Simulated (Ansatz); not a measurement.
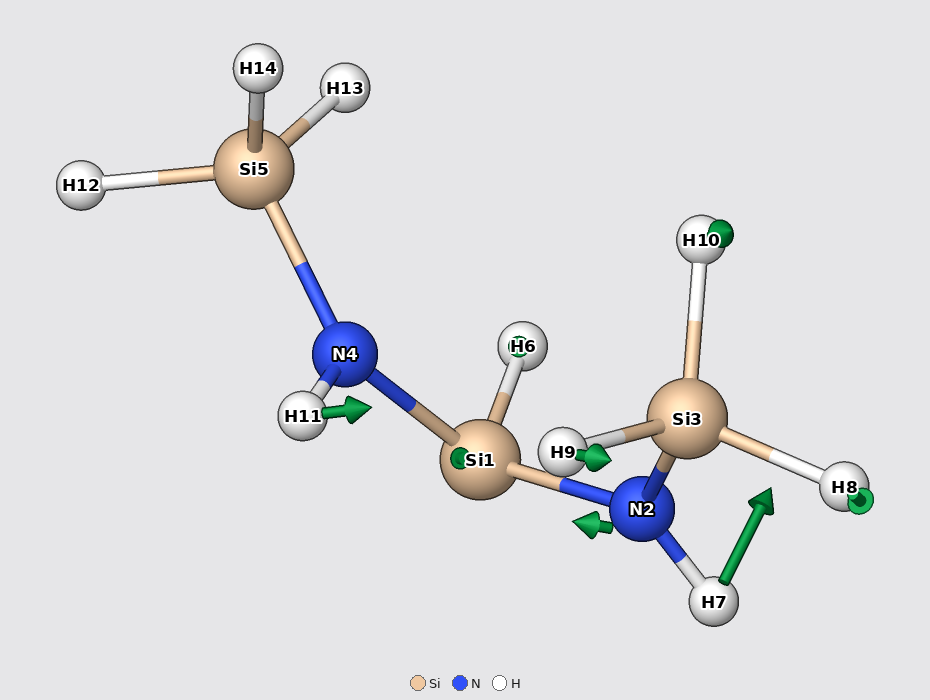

The arrows show one normal mode. Charge 0, doublet. Harmonic vibrations computed with UKS PBE0-D4/def2-TZVP (Ansatz 0.2.0) at a stationary point of the same level.

Question: Estimate its harmonic wavenumber.

Answer: 308 cm⁻¹; it is mode 7 of 36 counted from the lowest.
